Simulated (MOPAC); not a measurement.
## Geometry relaxation of Si$_{2}$H$_{5}$O$_{4}$F (charge +1) (part 2 of 3)

Continued. System: Si$_{2}$H$_{5}$O$_{4}$F, charge +1, multiplicity 2. Method: PM3, unrestricted (MOPAC 23.2.5). The starting geometry was optimised with PM3.

Geometry of the input (Å):
```
O  1.9252  -0.6205  -0.4227
Si 0.6884  -0.1602  0.6279
O  0.7464  -1.0666  2.0506
O  0.9459  1.4602  1.0297
O  -0.7805  -0.4638  -0.0778
Si -1.5212  0.1398  -1.4421
F  -2.5769  1.2203  -0.9018
H  2.6276  -0.0012  -0.5463
H  0.2754  -1.8851  2.0567
H  0.6794  1.7362  1.8926
H  -2.2664  -0.9729  -2.1435
H  -0.5974  0.7979  -2.4399
```

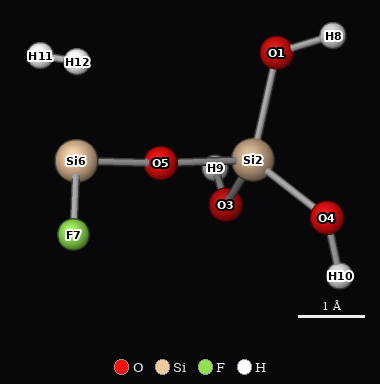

Figure 1. The geometry at step 50 of the log (ball-and-stick view, seen at a tilt; atoms are numbered from 1 in the order of the input).

Trajectory as extended XYZ, continued:
```
12
Properties=species:S:1:pos:R:3:forces:R:3 step=11 energy=-10.27372
O     1.9126   -0.6206   -0.4439    0.2930  -0.0984  -0.1570
Si    0.8000   -0.1710    0.7004   -0.2908   0.0382   0.2172
O     0.6710   -1.0948    2.0790   -0.0591   0.2238  -0.0286
O     0.8866    1.4563    1.0440    0.0686   0.0918  -0.0599
O    -0.6054   -0.3122   -0.2309   -0.3301  -0.0215  -0.1442
Si   -1.6794    0.0651   -1.3372    0.3072   0.1843   0.3220
F    -2.5890    1.2652   -0.9220   -0.0259  -0.1007   0.0222
H     2.6541   -0.0576   -0.6080    0.0231  -0.0409  -0.0129
H     0.3090   -1.9628    2.0870    0.0488  -0.1407  -0.0996
H     0.7009    1.7861    1.9069    0.0140  -0.0067   0.1207
H    -2.1333   -0.8640   -2.4046    0.1365   0.0866  -0.0845
H    -0.6248    0.5535   -2.4856   -0.1853  -0.2157  -0.0954
12
Properties=species:S:1:pos:R:3:forces:R:3 step=15 energy=-10.48086
O     1.9996   -0.6819   -0.3799   -1.5885  -0.0755   0.8905
Si    0.7724   -0.1118    0.6640    1.0910  -0.1277  -0.7249
O     0.5813   -1.0556    2.0093   -0.0457   0.1333   0.3810
O     0.9111    1.5206    1.0659   -0.1948  -0.4284  -0.0149
O    -0.6415   -0.4114   -0.2160    0.6113   0.1361   0.6868
Si   -1.6318    0.1174   -1.2905   -0.5574   0.6130  -0.3368
F    -2.6387    1.2383   -0.8563    0.3625  -0.3942  -0.2218
H     2.6830   -0.1257   -0.6733    0.5392   0.5763  -0.1280
H     0.3948   -1.9692    1.9074    0.0320  -0.3818   0.0538
H     0.7344    1.7649    1.9679    0.0849  -0.0666  -0.2663
H    -1.9863   -0.7004   -2.5231    0.0935   0.0236  -0.1872
H    -0.7531    0.2410   -2.6471   -0.4281  -0.0081  -0.1322
12
Properties=species:S:1:pos:R:3:forces:R:3 step=19 energy=-10.63001
O     1.9621   -0.6488   -0.4197   -0.1579  -0.1590   0.0519
Si    0.8060   -0.1627    0.6833    0.0020   0.4490   0.0345
O     0.5632   -1.0750    2.0508    0.0946  -0.0175   0.0978
O     0.8905    1.4882    1.0107    0.0253  -0.3882   0.1695
O    -0.6532   -0.3334   -0.1371    0.2028  -0.1264   0.0786
Si   -1.5759    0.1606   -1.2951   -0.3078   0.2168  -0.4537
F    -2.6631    1.1949   -0.8736    0.1485  -0.1087  -0.1915
H     2.6834   -0.0820   -0.6358    0.0622   0.0854   0.0423
H     0.4307   -2.0044    1.9665    0.0708  -0.1255   0.0659
H     0.7518    1.7493    1.9115    0.0469   0.0832  -0.1279
H    -1.9451   -0.6646   -2.5706    0.1718   0.0339   0.0827
H    -0.8644    0.2053   -2.7430   -0.3590   0.0571   0.1500
12
Properties=species:S:1:pos:R:3:forces:R:3 step=23 energy=-10.75375
O     1.9449   -0.6416   -0.4438   -0.1754  -0.1651   0.1742
Si    0.8141   -0.1823    0.7004   -0.0868   0.2280   0.0064
O     0.5653   -1.0910    2.0686    0.1030   0.0983   0.1319
O     0.8991    1.4627    1.0097    0.1331  -0.1134   0.0597
O    -0.6417   -0.2928   -0.1266    0.0435  -0.2213   0.0188
Si   -1.5591    0.1952   -1.2913   -0.2460   0.1111  -0.0265
F    -2.7003    1.1719   -0.9085   -0.0415   0.0987  -0.1029
H     2.6820   -0.0735   -0.5856    0.1968   0.0854  -0.0533
H     0.4923   -2.0291    2.0431    0.0833  -0.1070  -0.0660
H     0.7775    1.7841    1.8890    0.0111   0.0139   0.0361
H    -1.8419   -0.5957   -2.6092    0.3300   0.0407  -0.1117
H    -1.0430    0.1136   -2.7806   -0.3510  -0.0694  -0.0667
12
Properties=species:S:1:pos:R:3:forces:R:3 step=27 energy=-11.27861
O     1.9503   -0.6442   -0.4144   -0.1086  -0.0362   0.0934
Si    0.8038   -0.1680    0.7106    0.1739  -0.2029   0.1733
O     0.6007   -1.0985    2.0806    0.0281   0.1552  -0.0669
O     0.9352    1.4638    1.0392   -0.0111   0.0890  -0.0253
O    -0.6199   -0.3295   -0.1690    0.1926   0.5318   0.1063
Si   -1.6152    0.1815   -1.2524   -0.9619  -0.6874   1.7018
F    -2.7229    1.2155   -0.9622    0.0929   0.6117   0.2925
H     2.6901   -0.0830   -0.5842    0.0373   0.0116   0.0383
H     0.5413   -2.0376    2.0210    0.0778  -0.0490  -0.0278
H     0.7905    1.7970    1.9103    0.0234  -0.0338   0.0512
H    -1.7249   -0.5612   -2.6781    1.6337   1.3670  -1.6790
H    -1.1744    0.0732   -2.8524   -1.1781  -1.7570  -0.6579
12
Properties=species:S:1:pos:R:3:forces:R:3 step=31 energy=-11.79721
O     1.9595   -0.6448   -0.4087    0.0751  -0.1260  -0.0196
Si    0.8249   -0.1695    0.7165    0.0074   0.0692   0.1416
O     0.5891   -1.1026    2.0725    0.0166  -0.0849   0.0689
O     0.9219    1.4661    1.0386    0.0666   0.0828   0.0795
O    -0.5947   -0.2901   -0.1680   -0.2470   0.3656  -0.1260
Si   -1.6670    0.1360   -1.2136   -0.4110  -0.6449   0.0670
F    -2.7078    1.2527   -0.9570    0.1773   0.2531   0.2274
H     2.6968   -0.0821   -0.5827    0.0642   0.0207   0.0076
H     0.5433   -2.0444    2.0080    0.0907   0.0644  -0.0033
H     0.7874    1.7904    1.9153    0.0248  -0.0118   0.0189
H    -1.6647   -0.5442   -2.8331    0.3456   0.2940  -0.3432
H    -1.1823    0.0081   -2.9413   -0.2103  -0.2823  -0.1189
12
Properties=species:S:1:pos:R:3:forces:R:3 step=34 energy=-11.89816
O     1.9946   -0.6727   -0.3601   -0.1459   0.1157   0.1302
Si    0.8186   -0.1182    0.7014    0.2689  -0.6074  -0.0532
O     0.5934   -1.1033    2.0319   -0.1445   0.1297  -0.0456
O     0.9381    1.4837    1.1085    0.1458   0.3510  -0.1920
O    -0.5508   -0.2081   -0.2644   -0.8326   0.0693  -0.4581
Si   -1.8379   -0.0380   -1.1614    0.2671   0.8598   0.2543
F    -2.6088    1.3315   -0.9502    0.5506  -1.0376  -0.2423
H     2.7063   -0.1063   -0.6157   -0.0415   0.0107   0.0620
H     0.5316   -2.0416    1.9510    0.1131   0.0425  -0.0735
H     0.7804    1.7912    1.9831   -0.0286  -0.0396   0.2130
H    -1.6209   -0.5113   -2.9494    0.2239   0.3615   0.2548
H    -1.1072    0.0184   -2.9541   -0.3764  -0.2555   0.1504
12
Properties=species:S:1:pos:R:3:forces:R:3 step=38 energy=-11.96594
O     1.9834   -0.6683   -0.3648   -0.0209   0.0436  -0.0096
Si    0.8128   -0.1267    0.6992    0.0378  -0.0543  -0.0165
O     0.5903   -1.1006    2.0323   -0.1524  -0.0503   0.0179
O     0.9640    1.4851    1.1045    0.0504   0.0648  -0.0032
O    -0.5801   -0.1931   -0.2427   -0.0878  -0.0115  -0.0390
Si   -1.8189   -0.0277   -1.1782    0.0798   0.0880   0.0475
F    -2.6058    1.2999   -0.9666    0.0332  -0.1166  -0.0886
H     2.7031   -0.0952   -0.5806    0.0075  -0.0133   0.0099
H     0.5621   -2.0411    1.9442    0.0935   0.0659  -0.0111
H     0.7903    1.7703    1.9884    0.0144  -0.0462  -0.0007
H    -1.6205   -0.5064   -2.8978    0.0369   0.0695   0.0214
H    -1.1571    0.0574   -2.9217   -0.0923  -0.0394   0.0721
12
Properties=species:S:1:pos:R:3:forces:R:3 step=42 energy=-11.97725
O     1.9734   -0.6527   -0.3888   -0.0029  -0.0132  -0.0004
Si    0.8205   -0.1280    0.7012   -0.0532   0.0712   0.0121
O     0.5637   -1.1039    2.0273   -0.0627  -0.0621  -0.0160
O     0.9929    1.4835    1.1135    0.0285  -0.0739   0.0258
O    -0.5904   -0.1834   -0.2130    0.0292   0.0140   0.0059
Si   -1.8159   -0.0375   -1.1622   -0.0355  -0.0073  -0.0324
F    -2.6093    1.2907   -1.0153   -0.0588   0.0385   0.0360
H     2.7115   -0.0901   -0.5653    0.0348  -0.0056  -0.0131
H     0.6023   -2.0439    1.9387    0.0716   0.0475   0.0195
H     0.8019    1.7472    2.0006    0.0189   0.0308   0.0100
H    -1.6116   -0.5037   -2.8815   -0.0163  -0.0619  -0.0168
H    -1.1962    0.0929   -2.8821    0.0464   0.0220  -0.0307
12
Properties=species:S:1:pos:R:3:forces:R:3 step=46 energy=-11.98826
O     1.9718   -0.6454   -0.3936   -0.0080  -0.0318   0.0173
Si    0.8194   -0.1155    0.6992    0.0102  -0.0162  -0.0143
O     0.4868   -1.1035    1.9999    0.1123  -0.4671   0.0055
O     1.0752    1.4688    1.1582   -0.0097   0.0501  -0.0098
O    -0.5912   -0.1311   -0.2177   -0.0242   0.0699  -0.1069
Si   -1.8205   -0.0487   -1.1775    0.1070   0.0664   0.1136
F    -2.6460    1.2606   -1.0112   -0.0327  -0.0553  -0.0335
H     2.7404   -0.1186   -0.5578   -0.0959  -0.0096   0.0630
H     0.7289   -2.0249    1.9885   -0.0742   0.4625  -0.0314
H     0.8441    1.7572    2.0284    0.0041  -0.0621  -0.0400
H    -1.5782   -0.5616   -2.8863    0.0698   0.1580   0.0211
H    -1.2494    0.0931   -2.9192   -0.0588  -0.1649   0.0156
12
Properties=species:S:1:pos:R:3:forces:R:3 step=50 energy=-11.99997
O     1.9675   -0.6571   -0.3867    0.0309  -0.0366   0.0372
Si    0.8201   -0.1121    0.7016    0.0021   0.0227   0.0287
O     0.4571   -1.1184    1.9823    0.0866  -0.1963  -0.0286
O     1.1028    1.4680    1.1614   -0.0138  -0.0139   0.0238
O    -0.5736   -0.0759   -0.2314   -0.0293   0.0526  -0.0301
Si   -1.8160   -0.0479   -1.1693   -0.0007  -0.0054  -0.0066
F    -2.6776    1.2370   -1.0172   -0.0687   0.0124  -0.0182
H     2.7394   -0.1276   -0.5167    0.0296  -0.0120  -0.0338
H     0.7816   -2.0091    1.9827   -0.0556   0.1750   0.0078
H     0.8628    1.7476    2.0314    0.0072   0.0097   0.0031
H    -1.5709   -0.5767   -2.8710   -0.0085  -0.0047   0.0143
H    -1.2622    0.0805   -2.9190    0.0201  -0.0037   0.0025
12
Properties=species:S:1:pos:R:3:forces:R:3 step=53 energy=-12.00789
O     1.9745   -0.6830   -0.3599    0.0652   0.0125   0.0141
Si    0.8203   -0.1005    0.7007    0.0285  -0.0176   0.0084
O     0.4292   -1.1383    1.9491   -0.0438   0.0845  -0.0273
O     1.1373    1.4658    1.1799   -0.0057   0.0072   0.0296
O    -0.5535   -0.0007   -0.2557   -0.0291   0.0432   0.0425
Si   -1.8193   -0.0473   -1.1604   -0.0261  -0.0095  -0.0439
F    -2.7253    1.2093   -1.0258   -0.0390  -0.0065  -0.0213
H     2.7441   -0.1540   -0.5065    0.0313  -0.0289  -0.0500
H     0.8402   -1.9867    1.9790    0.0217  -0.0946   0.0231
H     0.8875    1.7482    2.0459    0.0044   0.0101   0.0100
H    -1.5634   -0.6032   -2.8519   -0.0300  -0.0374   0.0145
H    -1.2678    0.0575   -2.9147    0.0226   0.0370   0.0004
12
Properties=species:S:1:pos:R:3:forces:R:3 step=57 energy=-12.01420
O     1.9929   -0.7059   -0.3403   -0.0264   0.0234  -0.0025
Si    0.8314   -0.0920    0.6966   -0.0150   0.0050  -0.0123
O     0.3997   -1.1571    1.9101    0.0553  -0.0650  -0.0094
O     1.1641    1.4631    1.2012    0.0499  -0.0082  -0.0050
O    -0.5508    0.0777   -0.2448   -0.0056   0.0118  -0.0239
Si   -1.8182   -0.0459   -1.1480    0.0324   0.0190   0.0449
F    -2.7722    1.1800   -1.0534    0.0072  -0.0423  -0.0023
H     2.7547   -0.1853   -0.5448   -0.0236   0.0066   0.0105
H     0.8759   -1.9718    1.9886   -0.0725   0.0768  -0.0040
H     0.9075    1.7462    2.0648   -0.0088  -0.0182   0.0078
H    -1.5691   -0.6216   -2.8319   -0.0070  -0.0186   0.0036
H    -1.2633    0.0348   -2.9007    0.0140   0.0099  -0.0074
12
Properties=species:S:1:pos:R:3:forces:R:3 step=61 energy=-12.01637
O     1.9839   -0.7048   -0.3464    0.0157   0.0265  -0.0164
Si    0.8294   -0.0889    0.6956    0.0099  -0.0045   0.0165
O     0.3879   -1.1591    1.9014    0.0015   0.0148  -0.0179
O     1.1865    1.4565    1.2122    0.0323  -0.0014   0.0269
O    -0.5471    0.1059   -0.2464   -0.0044   0.0046   0.0032
Si   -1.8136   -0.0490   -1.1443    0.0090  -0.0265  -0.0046
F    -2.7819    1.1643   -1.0593   -0.0355   0.0097   0.0032
H     2.7523   -0.1869   -0.5338   -0.0104  -0.0103  -0.0095
H     0.8802   -1.9602    1.9982   -0.0335  -0.0016  -0.0003
H     0.9138    1.7377    2.0717    0.0031   0.0021   0.0020
H    -1.5696   -0.6293   -2.8266    0.0024  -0.0118   0.0009
H    -1.2631    0.0267   -2.9002    0.0101  -0.0017  -0.0039
12
Properties=species:S:1:pos:R:3:forces:R:3 step=65 energy=-12.02308
O     1.9498   -0.6949   -0.3886   -0.0533  -0.0140   0.0059
Si    0.8355   -0.0630    0.6877   -0.0182   0.0000  -0.0083
O     0.3115   -1.1575    1.8392   -0.0035   0.0040  -0.0230
O     1.3102    1.4137    1.3008    0.0007  -0.0026  -0.0187
O    -0.5400    0.2434   -0.2322   -0.0306  -0.0105  -0.0295
Si   -1.7913   -0.0650   -1.1248    0.0434   0.0203   0.0486
F    -2.8424    1.0815   -1.1005   -0.0029  -0.0118   0.0130
H     2.7480   -0.2199   -0.5578    0.0368   0.0322  -0.0065
H     0.8633   -1.8933    2.0552   -0.0316  -0.0212  -0.0157
H     0.9475    1.7098    2.1210    0.0207   0.0237   0.0129
H    -1.5839   -0.6775   -2.8015    0.0305  -0.0214   0.0097
H    -1.2297   -0.0473   -2.8837    0.0079   0.0013   0.0116
12
Properties=species:S:1:pos:R:3:forces:R:3 step=69 energy=-12.02502
O     1.9393   -0.6919   -0.3977    0.0047   0.0148  -0.0013
Si    0.8354   -0.0542    0.6853   -0.0009   0.0036   0.0032
O     0.2861   -1.1591    1.8143    0.0066  -0.0295   0.0089
O     1.3370    1.4046    1.3191   -0.0063   0.0031  -0.0067
O    -0.5334    0.2784   -0.2341   -0.0102   0.0086   0.0053
Si   -1.7829   -0.0688   -1.1138   -0.0106  -0.0058   0.0038
F    -2.8532    1.0594   -1.1038   -0.0113   0.0031   0.0089
H     2.7444   -0.2249   -0.5602    0.0118   0.0064  -0.0079
H     0.8439   -1.8827    2.0569   -0.0485   0.0020  -0.0252
H     0.9599    1.7113    2.1293    0.0288   0.0107  -0.0059
H    -1.5820   -0.6949   -2.7884    0.0236  -0.0363   0.0160
H    -1.2080   -0.0763   -2.8655    0.0123   0.0191   0.0007
12
Properties=species:S:1:pos:R:3:forces:R:3 step=72 energy=-12.02854
O     1.9377   -0.6821   -0.4007    0.0198   0.0066   0.0009
Si    0.8341   -0.0506    0.6868    0.0304   0.0316   0.0178
O     0.2615   -1.1706    1.7907    0.0001   0.0523  -0.0168
O     1.3484    1.4058    1.3164   -0.0002  -0.0220   0.0171
O    -0.5308    0.2999   -0.2310    0.0154   0.0065   0.0307
Si   -1.7808   -0.0760   -1.0971   -0.0522   0.0236  -0.0343
F    -2.8506    1.0530   -1.1063   -0.0213  -0.0151  -0.0024
H     2.7450   -0.2176   -0.5626   -0.0237  -0.0008   0.0095
H     0.8107   -1.8995    2.0327   -0.0075  -0.0372  -0.0073
H     0.9816    1.7297    2.1246    0.0187  -0.0214  -0.0227
H    -1.5542   -0.7214   -2.7580    0.0432   0.0065   0.0014
H    -1.1916   -0.0955   -2.8463   -0.0227  -0.0307   0.0062
12
Properties=species:S:1:pos:R:3:forces:R:3 step=76 energy=-12.03388
O     1.9085   -0.6476   -0.4327    0.0170  -0.0008  -0.0117
Si    0.8345   -0.0149    0.6833   -0.0433   0.0522  -0.0554
O     0.1553   -1.1788    1.6764    0.0644   0.0113   0.0491
O     1.4744    1.3600    1.3772   -0.0625  -0.0624   0.0192
O    -0.5309    0.4295   -0.2016   -0.0213  -0.0005  -0.0355
Si   -1.7559   -0.0857   -1.0493    0.0093   0.0749   0.0549
F    -2.8963    0.9701   -1.1399    0.0582  -0.0535  -0.0108
H     2.7367   -0.2121   -0.5683   -0.0092  -0.0093   0.0006
H     0.6866   -1.8947    1.9899   -0.0270   0.0174  -0.0122
H     1.0724    1.7496    2.1377    0.0106  -0.0276  -0.0128
H    -1.4614   -0.8513   -2.6489    0.0205  -0.0033   0.0098
H    -1.1403   -0.2120   -2.7835   -0.0166   0.0016   0.0048
12
Properties=species:S:1:pos:R:3:forces:R:3 step=80 energy=-12.03647
O     1.9056   -0.6437   -0.4430   -0.0239   0.0047  -0.0026
Si    0.8308   -0.0139    0.6751   -0.0138  -0.0346   0.0234
O     0.1614   -1.1702    1.6853    0.0043   0.0499  -0.0219
O     1.4836    1.3403    1.3916   -0.0087   0.0184  -0.0070
O    -0.5322    0.4467   -0.2037   -0.0063  -0.0001  -0.0111
Si   -1.7571   -0.0835   -1.0417    0.0081   0.0071  -0.0057
F    -2.9030    0.9609   -1.1584    0.0125   0.0023   0.0121
H     2.7368   -0.2098   -0.5634    0.0121  -0.0103  -0.0132
H     0.6902   -1.8874    1.9969    0.0097  -0.0105  -0.0077
H     1.0791    1.7326    2.1485   -0.0080  -0.0153   0.0175
H    -1.4415   -0.8634   -2.6325    0.0158  -0.0113   0.0155
H    -1.1596   -0.2095   -2.7825   -0.0019  -0.0003   0.0008
12
Properties=species:S:1:pos:R:3:forces:R:3 step=84 energy=-12.03823
O     1.8933   -0.6306   -0.4603   -0.0211  -0.0040  -0.0011
Si    0.8289   -0.0030    0.6694    0.0273   0.0510  -0.0059
O     0.1343   -1.1609    1.6579    0.0077  -0.0200   0.0046
O     1.5065    1.3242    1.4127    0.0086   0.0087  -0.0364
O    -0.5297    0.4833   -0.2037    0.0131   0.0059   0.0143
Si   -1.7523   -0.0869   -1.0211    0.0014   0.0172   0.0044
F    -2.9074    0.9429   -1.1699    0.0101  -0.0058  -0.0019
H     2.7340   -0.2135   -0.5756   -0.0123  -0.0092   0.0024
H     0.6477   -1.8953    1.9552   -0.0042  -0.0114   0.0065
H     1.1103    1.7142    2.1746   -0.0269  -0.0164   0.0281
H    -1.3717   -0.9212   -2.5659   -0.0148  -0.0554   0.0087
H    -1.1563   -0.2539   -2.7557    0.0113   0.0394  -0.0238
```
